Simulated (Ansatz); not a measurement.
# SiP₂H+ (triplet): wave-function methods side by side, cc-pVDZ

How much of the correlation energy of SiP₂H+ (triplet) does each wave-function method recover here?

Method: cc-pVDZ, core rule «outside noble gas», up to 15 orbitals frozen; program: Ansatz 0.2.0, Gaussian basis.

To be run: UHF; CCSD(T) on ROHF; CCSD(T) on UHF; BCCD(T) on ROHF; CISD as a restricted active space (open shells left free, so some higher excitations enter); CCSDT(Q) on ROHF; CCSDT(Q) on UHF; CASSCF and NEVPT2, 10 electrons in 11 orbitals.

17 further runs of the same task are left out: 3 that didn't finish, 14 set aside as unsound or not needed. Runs told in other sessions of the task aren't counted.

### Step 1. The system

The geometry is a PBE0/def2-TZVP stationary point (not a proven minimum) of the parent state, kept for this charge and spin.

4 atoms, charge 1, spin multiplicity 3.

Atoms are counted from 1 here; the program's logs count them from 0.

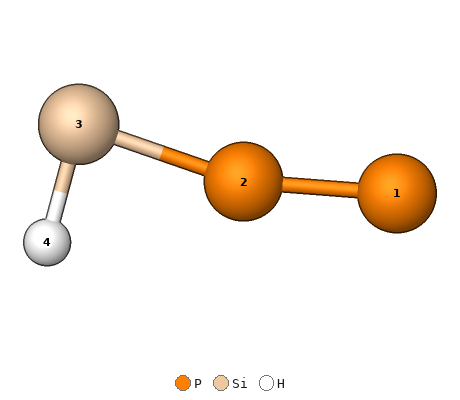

The structure; phosphorus orange, silicon light orange, hydrogen white; atoms are numbered from 1 in the order of the file.

In the tables R marks a restricted open-shell determinant and U an unrestricted one; 'valence' is the active space of 10 electrons in 11 orbitals; energies count from the table's Hartree-Fock row.

### Step 2. UHF

in.yaml

```yaml
crystal:
  periodic: [false, false, false]
  atoms:
    - {symbol: P, position_ang: [0.000000, -0.059059, 1.943693]}
    - {symbol: P, position_ang: [0.000000, 0.156690, 0.040834]}
    - {symbol: Si, position_ang: [0.000000, -0.156639, -2.108997]}
    - {symbol: H, position_ang: [0.000000, 1.364462, -2.218417]}
basis:
  gaussian: {orbitals: cc-pVDZ}
total_charge: 1
magnetization: {spin_polarized: true, initial_magnetization: 2}
hamiltonian: {xc: hf}
output: {orbitals: {seedname: orbitals}}
```

The run is started by

```bash
> ansatz run in.yaml --threads 1 --pin off --events-out ev --progress --plain --max-ram 2393MiB
```

The log of the run:

```text
Functional definition: HF
  name "HF"
  cite "Fock, Z. Phys. 61, 126 (1930) doi:10.1007/BF01340294"
  parent pbe
  exchange = exact_x
  correlation = 0
614 factors; integrals over basis functions are off by at most 1.3e-3 eV
mean field evaluation 1: about -26408.9150 eV, gradient 1.4e1 eV
mean field evaluation 2: about -26408.9252 eV, gradient 1.4e1 eV
mean field evaluation 4: about -26411.2861 eV, gradient 3.2e0 eV
mean field evaluation 8: about -26412.1563 eV, gradient 7.9e-1 eV
mean field evaluation 16: about -26409.5948 eV, gradient 1.2e1 eV
mean field evaluation 32: about -26411.3176 eV, gradient 2.5e-1 eV
mean field evaluation 64: about -26410.7396 eV, gradient 3.0e0 eV
mean field evaluation 96: about -26412.1467 eV, gradient 7.9e-1 eV
mean field evaluation 128: about -26410.7366 eV, gradient 2.7e-1 eV
mean field -26412.20689042 eV, -970.6307003861 hartree, gradient 3.3e-5 eV, S^2 2.781584; 7 other end points of the search recorded, 0 dependent functions left out
reference -26412.20689042 eV, -970.6307003861 hartree; 23, 21 occupied and 36, 38 virtual orbitals, 614 factors
Total energy: -26412.20689042 eV, -970.6307003861 hartree
```

Run time: 4.2 s. Hardware: 1 thread of Arm Neoverse V1, shared host.

From the report: ⟨S²⟩ of the determinant 2.782 (pure triplet: 2.00). The determinant of HF (⟨S²⟩ 2.78) is far from a pure spin state, so its energy mixes those of several spin states; that is harmless only where they are near-degenerate.

### Step 3. CCSD(T) on ROHF

in.yaml: that of step 2 with these lines changed.

```diff
@@ -10,4 +10,3 @@
 total_charge: 1
-magnetization: {spin_polarized: true, initial_magnetization: 2}
-hamiltonian: {xc: hf}
-output: {orbitals: {seedname: orbitals}}
+magnetization: {spin_polarized: false, initial_magnetization: 2}
+correlation: {method: ccsd_t, electrons: outside_noble_gas}
```

The command is unchanged.

The log of the run (excerpt; [...] marks lines left out):

```text
Functional definition: HF
  name "HF"
  cite "Fock, Z. Phys. 61, 126 (1930) doi:10.1007/BF01340294"
  parent pbe
[...]
614 factors; integrals over basis functions are off by at most 1.3e-3 eV
[...]
mean field -26411.36457483 eV, -970.5997458593 hartree, gradient 1.4e-6 eV, S^2 2.000000; 18 other end points of the search recorded, 0 dependent functions left out
[...]
determinant -26411.36457483 eV, -970.5997458593 hartree, with singles and doubles -26420.30215873 eV, -970.9281960094 hartree
determinant -26410.86820450 eV, -970.5815045860 hartree, with singles and doubles -26419.73193054 eV, -970.9072405099 hartree
determinant -26410.85907598 eV, -970.5811691189 hartree, with singles and doubles -26419.98349590 eV, -970.9164853662 hartree
determinant -26410.82781651 eV, -970.5800203546 hartree, with singles and doubles -26419.35578863 eV, -970.8934175494 hartree
[...]
determinant -26410.85907598 eV, -970.5811691189 hartree, with singles and doubles -26420.14673900 eV, -970.9224844397 hartree
determinant -26410.79666987 eV, -970.5788757367 hartree, with singles and doubles -26420.25989665 eV, -970.9266429064 hartree
determinant -26410.70069778 eV, -970.5753488276 hartree, with singles and doubles -26420.26021676 eV, -970.9266546704 hartree
unrestricted determinant -26412.20689042 eV, -970.6307003861 hartree, S^2 2.7816
15 core orbitals not correlated: weight in the atoms' cores, before any rotation towards them, 1.000 or more for the frozen orbitals, at most 0.000 for the correlated occupied ones
reference -26411.36457483 eV, -970.5997458593 hartree; 8, 6 occupied and 36, 38 virtual orbitals, 614 factors
second order -7.96109039 eV of doubles, -0.05781937 eV of singles
cycle   1  -8.95331892 eV  change    2.1e-6 eV  update   3.0e-6
perturbative correction -0.55954642 eV, -0.0205629515 hartree
Total energy: -26420.87744018 eV, -970.9493372125 hartree
```

It took 30 s on 1 thread of Arm Neoverse V1, shared host.

From the report: correlation -9.5129 eV; T1 0.057; largest double amplitude 0.09.

### Step 4. CCSD(T) on UHF

in.yaml: that of step 3 with these lines changed.

```diff
@@ -10,3 +10,3 @@
 total_charge: 1
-magnetization: {spin_polarized: false, initial_magnetization: 2}
+magnetization: {spin_polarized: true, initial_magnetization: 2}
 correlation: {method: ccsd_t, electrons: outside_noble_gas}
```

Same command.

The log of the run (excerpt; [...] marks lines left out):

```text
Functional definition: HF
  name "HF"
  cite "Fock, Z. Phys. 61, 126 (1930) doi:10.1007/BF01340294"
  parent pbe
[...]
614 factors; integrals over basis functions are off by at most 1.3e-3 eV
[...]
mean field -26412.20689042 eV, -970.6307003861 hartree, gradient 1.4e-6 eV, S^2 2.781581; 12 other end points of the search recorded, 0 dependent functions left out
determinant -26412.20689042 eV, -970.6307003861 hartree, with singles and doubles -26420.35093978 eV, -970.9299886797 hartree
determinant -26411.33609588 eV, -970.5986992770 hartree, with singles and doubles -26420.09122935 eV, -970.9204444975 hartree
determinant -26411.32628696 eV, -970.5983388057 hartree, with singles and doubles -26420.16908435 eV, -970.9233056161 hartree
determinant -26411.32401795 eV, -970.5982554212 hartree, with singles and doubles -26419.70492466 eV, -970.9062480620 hartree
[...]
determinant -26412.20689042 eV, -970.6307003861 hartree, with singles and doubles -26420.36822871 eV, -970.9306240365 hartree
determinant -26411.33609588 eV, -970.5986992770 hartree, with singles and doubles -26420.16666991 eV, -970.9232168869 hartree
determinant -26411.32628696 eV, -970.5983388057 hartree, with singles and doubles -26420.21866762 eV, -970.9251277678 hartree
determinant -26411.26176577 eV, -970.5959676958 hartree, with singles and doubles -26420.22619324 eV, -970.9254043291 hartree
15 core orbitals not correlated: weight in the atoms' cores, before any rotation towards them, 1.000 or more for the frozen orbitals, at most 0.000 for the correlated occupied ones
reference -26412.20689042 eV, -970.6307003861 hartree; 8, 6 occupied and 36, 38 virtual orbitals, 614 factors
second order -6.52665353 eV of doubles, -0.00000000 eV of singles
cycle   1  -8.16133726 eV  change    1.0e-6 eV  update   3.5e-6
perturbative correction -0.46729225 eV, -0.0171726735 hartree
Total energy: -26420.83551993 eV, -970.9477966718 hartree
```

Run time: 29 s. Hardware: 1 thread of Arm Neoverse V1, shared host.

From the report: ⟨S²⟩ of the determinant 2.782 (pure triplet: 2.00); correlation -8.6286 eV; T1 0.070; largest double amplitude 0.07. The determinant of CCSD(T) (⟨S²⟩ 2.78) is far from a pure spin state, so its energy mixes those of several spin states; high orders of coupled cluster remove much of that, low ones don't.

### Step 5. BCCD(T) on ROHF

in.yaml: that of step 4 with these lines changed.

```diff
@@ -10,3 +10,3 @@
 total_charge: 1
-magnetization: {spin_polarized: true, initial_magnetization: 2}
-correlation: {method: ccsd_t, electrons: outside_noble_gas}
+magnetization: {spin_polarized: false, initial_magnetization: 2}
+correlation: {method: bccd_t, electrons: outside_noble_gas}
```

The command is unchanged.

The log of the run (excerpt; [...] marks lines left out):

```text
Functional definition: HF
  name "HF"
  cite "Fock, Z. Phys. 61, 126 (1930) doi:10.1007/BF01340294"
  parent pbe
[...]
614 factors; integrals over basis functions are off by at most 1.3e-3 eV
[...]
mean field -26411.36457483 eV, -970.5997458593 hartree, gradient 1.4e-6 eV, S^2 2.000000; 18 other end points of the search recorded, 0 dependent functions left out
[...]
determinant -26411.36457483 eV, -970.5997458593 hartree, with singles and doubles -26420.30215873 eV, -970.9281960094 hartree
determinant -26410.86820450 eV, -970.5815045860 hartree, with singles and doubles -26419.73193054 eV, -970.9072405099 hartree
determinant -26410.85907598 eV, -970.5811691189 hartree, with singles and doubles -26419.98349590 eV, -970.9164853662 hartree
determinant -26410.82781651 eV, -970.5800203546 hartree, with singles and doubles -26419.35578863 eV, -970.8934175494 hartree
[...]
determinant -26410.85907598 eV, -970.5811691189 hartree, with singles and doubles -26420.14673900 eV, -970.9224844397 hartree
determinant -26410.79666987 eV, -970.5788757367 hartree, with singles and doubles -26420.25989665 eV, -970.9266429064 hartree
determinant -26410.70069778 eV, -970.5753488276 hartree, with singles and doubles -26420.26021676 eV, -970.9266546704 hartree
unrestricted determinant -26412.20689042 eV, -970.6307003861 hartree, S^2 2.7816
15 core orbitals not correlated: weight in the atoms' cores, before any rotation towards them, 1.000 or more for the frozen orbitals, at most 0.000 for the correlated occupied ones
reference -26411.36457483 eV, -970.5997458593 hartree; 8, 6 occupied and 36, 38 virtual orbitals, 614 factors
second order -7.96109039 eV of doubles, -0.05781937 eV of singles
cycle   1  -8.93400066 eV  change    1.9e-2 eV  update   3.3e-2
[...]
cycle  15  -8.95747972 eV  change   -8.9e-6 eV  update   1.4e-5
perturbative correction -0.56049682 eV, -0.0205978782 hartree
Total energy: -26420.88255137 eV, -970.9495250455 hartree
```

Run time: 32 s. Hardware: 1 thread of Arm Neoverse V1, shared host.

From the report: correlation -9.5180 eV; largest double amplitude 0.08.

### Step 6. CISD as a restricted active space (open shells left free, so some higher excitations enter)

in.yaml: that of step 5 with these lines changed.

```diff
@@ -11,2 +11,2 @@
 magnetization: {spin_polarized: false, initial_magnetization: 2}
-correlation: {method: bccd_t, electrons: outside_noble_gas}
+correlation: {active_space: {ras: {orbitals: [6, 2, 36], electrons: 14, max_holes: 2, max_particles: 2}, fixed_orbitals: true}}
```

The command is unchanged.

The log of the run (excerpt; [...] marks lines left out):

```text
Functional definition: HF
  name "HF"
  cite "Fock, Z. Phys. 61, 126 (1930) doi:10.1007/BF01340294"
  parent pbe
[...]
614 factors; integrals over basis functions are off by at most 1.3e-3 eV
[...]
mean field -26411.36457483 eV, -970.5997458593 hartree, gradient 1.4e-6 eV, S^2 2.000000; 16 other end points of the search recorded, 0 dependent functions left out
reference -26411.36457483 eV, -970.5997458593 hartree; 23, 21 occupied and 36, 38 virtual orbitals, 614 factors
state -26419.08238716 eV, -970.8833702309 hartree
Total energy: -26419.08238716 eV, -970.8833702309 hartree
```

It took 15 s on 1 thread of Arm Neoverse V1, shared host.

From the report: 204,058 determinants.

### Step 7. CCSDT(Q) on ROHF

in.yaml: that of step 6 with these lines changed.

```diff
@@ -11,2 +11,2 @@
 magnetization: {spin_polarized: false, initial_magnetization: 2}
-correlation: {active_space: {ras: {orbitals: [6, 2, 36], electrons: 14, max_holes: 2, max_particles: 2}, fixed_orbitals: true}}
+correlation: {method: ccsdt_q, electrons: outside_noble_gas}
```

The command is unchanged.

The log of the run (excerpt; [...] marks lines left out):

```text
Functional definition: HF
  name "HF"
  cite "Fock, Z. Phys. 61, 126 (1930) doi:10.1007/BF01340294"
  parent pbe
[...]
1118 factors; integrals over basis functions are off by at most 2.0e-7 eV
[...]
mean field -26411.36466633 eV, -970.5997492217 hartree, gradient 1.5e-6 eV, S^2 2.000000; 18 other end points of the search recorded, 0 dependent functions left out
[...]
determinant -26411.36466633 eV, -970.5997492217 hartree, with singles and doubles -26420.30224274 eV, -970.9281990966 hartree
determinant -26410.86828622 eV, -970.5815075892 hartree, with singles and doubles -26419.73204222 eV, -970.9072446141 hartree
determinant -26410.85916233 eV, -970.5811722922 hartree, with singles and doubles -26419.98358445 eV, -970.9164886204 hartree
determinant -26410.82789461 eV, -970.5800232248 hartree, with singles and doubles -26419.35588222 eV, -970.8934209888 hartree
[...]
determinant -26410.85916233 eV, -970.5811722922 hartree, with singles and doubles -26420.14682440 eV, -970.9224875780 hartree
determinant -26410.79675280 eV, -970.5788787844 hartree, with singles and doubles -26420.25998213 eV, -970.9266460478 hartree
determinant -26410.70078586 eV, -970.5753520645 hartree, with singles and doubles -26420.26030162 eV, -970.9266577888 hartree
[...]
unrestricted determinant -26412.20697568 eV, -970.6307035194 hartree, S^2 2.7816
15 core orbitals not correlated: weight in the atoms' cores, before any rotation towards them, 1.000 or more for the frozen orbitals, at most 0.000 for the correlated occupied ones
reference -26411.36466633 eV, -970.5997492217 hartree; 8, 6 occupied and 36, 38 virtual orbitals, 1118 factors
second order -7.96110795 eV of doubles, -0.05781913 eV of singles
cycle   1  -8.29060395 eV  change   -2.7e-1 eV  update   1.5e-1
[...]
cycle  27  -9.56759056 eV  change   -1.6e-6 eV  update   1.2e-6
perturbative correction -0.07551053 eV, -0.0027749606 hartree
Total energy: -26421.00776742 eV, -970.9541266504 hartree
```

Wall time 2.1 min (1 thread of Arm Neoverse V1, shared host); peak memory 0.9 GiB.

From the report: correlation -9.6431 eV; T1 0.067; largest double amplitude 0.13.

### Step 8. CCSDT(Q) on UHF

in.yaml: that of step 7 with these lines changed.

```diff
@@ -10,3 +10,3 @@
 total_charge: 1
-magnetization: {spin_polarized: false, initial_magnetization: 2}
+magnetization: {spin_polarized: true, initial_magnetization: 2}
 correlation: {method: ccsdt_q, electrons: outside_noble_gas}
```

Launched as before.

The log of the run (excerpt; [...] marks lines left out):

```text
Functional definition: HF
  name "HF"
  cite "Fock, Z. Phys. 61, 126 (1930) doi:10.1007/BF01340294"
  parent pbe
[...]
1118 factors; integrals over basis functions are off by at most 2.0e-7 eV
[...]
mean field -26412.20697568 eV, -970.6307035194 hartree, gradient 1.3e-6 eV, S^2 2.781580; 12 other end points of the search recorded, 0 dependent functions left out
determinant -26412.20697568 eV, -970.6307035194 hartree, with singles and doubles -26420.35102383 eV, -970.9299917686 hartree
determinant -26411.33619215 eV, -970.5987028150 hartree, with singles and doubles -26420.09131682 eV, -970.9204477121 hartree
determinant -26411.32638198 eV, -970.5983422977 hartree, with singles and doubles -26420.16917199 eV, -970.9233088369 hartree
determinant -26411.32410305 eV, -970.5982585485 hartree, with singles and doubles -26419.70501652 eV, -970.9062514378 hartree
[...]
determinant -26411.33619215 eV, -970.5987028150 hartree, with singles and doubles -26420.16675654 eV, -970.9232200705 hartree
determinant -26411.32638198 eV, -970.5983422977 hartree, with singles and doubles -26420.21875454 eV, -970.9251309617 hartree
determinant -26411.26185011 eV, -970.5959707954 hartree, with singles and doubles -26420.22627848 eV, -970.9254074616 hartree
15 core orbitals not correlated: weight in the atoms' cores, before any rotation towards them, 1.000 or more for the frozen orbitals, at most 0.000 for the correlated occupied ones
reference -26412.20697568 eV, -970.6307035194 hartree; 8, 6 occupied and 36, 38 virtual orbitals, 1118 factors
second order -6.52666742 eV of doubles, -0.00000000 eV of singles
cycle   1  -7.29270891 eV  change   -7.7e-1 eV  update   1.4e-1
[...]
cycle  28  -8.73947574 eV  change   -1.3e-6 eV  update   1.2e-6
perturbative correction -0.06354044 eV, -0.0023350681 hartree
Total energy: -26421.00999186 eV, -970.9542083972 hartree
```

Wall time 2 min (1 thread of Arm Neoverse V1, shared host); peak memory 0.68 GiB.

From the report: ⟨S²⟩ of the determinant 2.782 (pure triplet: 2.00); correlation -8.8030 eV; T1 0.082; largest double amplitude 0.10. The determinant of CCSDT(Q) (⟨S²⟩ 2.78) is far from a pure spin state, so its energy mixes those of several spin states; high orders of coupled cluster remove much of that, low ones don't.

### Step 9. CASSCF and NEVPT2, 10 electrons in 11 orbitals

in.yaml: that of step 8 with these lines changed.

```diff
@@ -10,3 +10,3 @@
 total_charge: 1
-magnetization: {spin_polarized: true, initial_magnetization: 2}
-correlation: {method: ccsdt_q, electrons: outside_noble_gas}
+magnetization: {spin_polarized: false, initial_magnetization: 2}
+correlation: {method: sc_nevpt2, electrons: outside_noble_gas, active_space: {window: {electrons: 10, orbitals: 11}, shells: [{species: H, l: s, shell: 1}, {species: P, l: p, shell: 3}, {species: Si, l: s, shell: 3}, {species: Si, l: p, shell: 3}]}}
```

Same command.

The log of the run (excerpt; [...] marks lines left out):

```text
Functional definition: HF
  name "HF"
  cite "Fock, Z. Phys. 61, 126 (1930) doi:10.1007/BF01340294"
  parent pbe
[...]
1118 factors; integrals over basis functions are off by at most 2.0e-7 eV
[...]
mean field -26411.36466633 eV, -970.5997492217 hartree, gradient 1.5e-6 eV, S^2 2.000000; 16 other end points of the search recorded, 0 dependent functions left out
reference -26411.36466633 eV, -970.5997492217 hartree; 23, 21 occupied and 36, 38 virtual orbitals, 1118 factors
state -26414.59146626 eV, -970.7183319320 hartree
state -26414.59146626 eV, -970.7183319320 hartree; corrected -26419.72416909 eV, -970.9069552819 hartree
Total energy: -26419.72416909 eV, -970.9069552819 hartree
Checks for a lower state left out: starts, orbital_swaps
```

It took 34 s on 1 thread of Arm Neoverse V1, shared host.

From the report: 106,624 determinants; active occupations 1.97, 1.96, 1.91, 1.88, 1.01, 0.99, 0.11, 0.10, 0.03, 0.03, 0.01.

### Step 10. How many determinants matter

Natural occupations of the CASSCF valence state about the gap (report; correlated orbitals 1 to 10): 1.971, 1.956, 1.908, 1.883, 1.011, 0.994, 0.106, 0.100, 0.033, 0.026. The count of effectively unpaired electrons, Σ n²(2 − n)², is 2.17; a single determinant of this spin has 2.

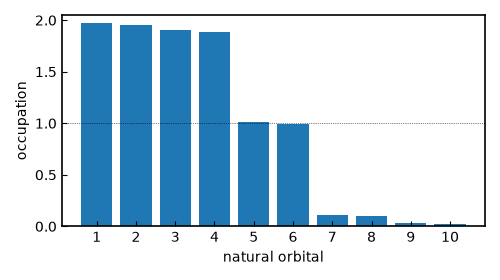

Natural occupations of the CASSCF valence state.

### Step 11. All levels against the top one

No level here is safe as a reference; RCCSDT(Q) serves as a yardstick only. Rows without a time are mean-field rows or come out of runs for another level: lower rungs of the coupled-cluster runs, CASSCF and MRCISD of the multireference runs, or the Hartree-Fock search.

Differences are taken before rounding.

```
        method  energy from the lowest ROHF (meV)  from RCCSDT(Q) (meV)     time
           ROHF                               0.0               +9643.2         
           UHF                            -842.3               +8800.9         
          RMP2                           -8018.9               +1624.3         
          UMP2                           -7369.0               +2274.2         
          CISD                           -7717.8               +1925.4     15 s
         RCCSD                           -8953.3                +689.9         
         UCCSD                           -9003.7                +639.5         
      RCCSD(T)                           -9512.9                +130.3     30 s
      UCCSD(T)                           -9470.9                +172.2     29 s
       BCCD(T)                           -9518.0                +125.2     32 s
        RCCSDT                           -9567.7                 +75.5         
        UCCSDT                           -9581.9                 +61.3         
     RCCSDT(Q)                           -9643.2                     0  2.1 min
     UCCSDT(Q)                           -9645.4                  -2.2    2 min
CASSCF valence                           -3226.9               +6416.3         
NEVPT2 valence                           -8359.6               +1283.6     34 s
```

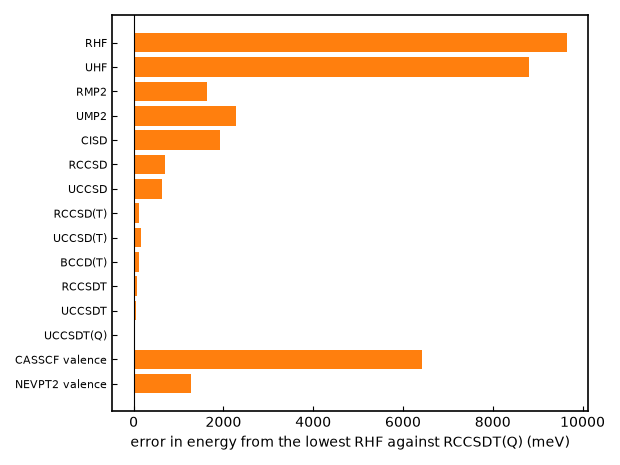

Deviations from RCCSDT(Q), method by method.

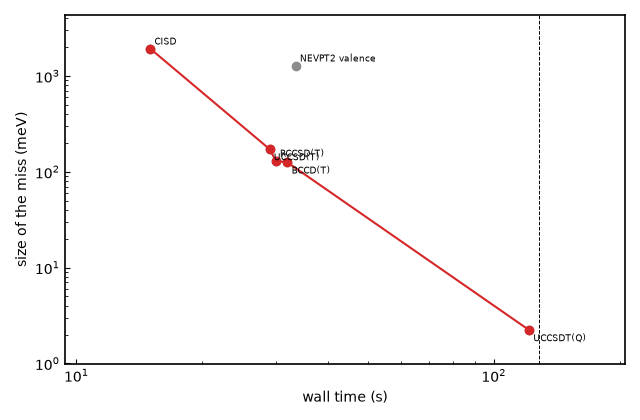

Miss against cost. Red marks the levels that no quicker level drawn beats (of those quicker than the yardstick), and the dashed line is the time of RCCSDT(Q). Times are from a shared host.

### Step 12. Outcome

| quantity | value |
| --- | --- |
| RCCSDT(Q) from the ROHF energy | -9.6432 eV |
| RMP2 from RCCSDT(Q) | +1624.3 meV |
| UMP2 from RCCSDT(Q) | +2274.2 meV |
| RCCSD from RCCSDT(Q) | +689.9 meV |
| RCCSD(T) from RCCSDT(Q) | +130.3 meV |
| UCCSD(T) from RCCSDT(Q) | +172.2 meV |
| UCCSDT(Q) from RCCSDT(Q) | -2.2 meV |
| NEVPT2 valence from RCCSDT(Q) | +1283.6 meV |
| T1 diagnostic | 0.057 |
| effectively unpaired electrons | 2.17 |

In words: RCCSD(T) misses by +130.3 meV, 1.4 % of the correlation energy. CCSD(T) misses by +130.3 meV on the restricted determinant and by +172.2 meV on the unrestricted one; the two need not hold the same state or core. The occupations are near whole numbers, but T1 = 0.057 shows that the orbitals relax strongly. Warnings: spin contamination; large T1 diagnostic.

With open shells the CI space here admits some higher excitations, so it is larger than plain CISD.
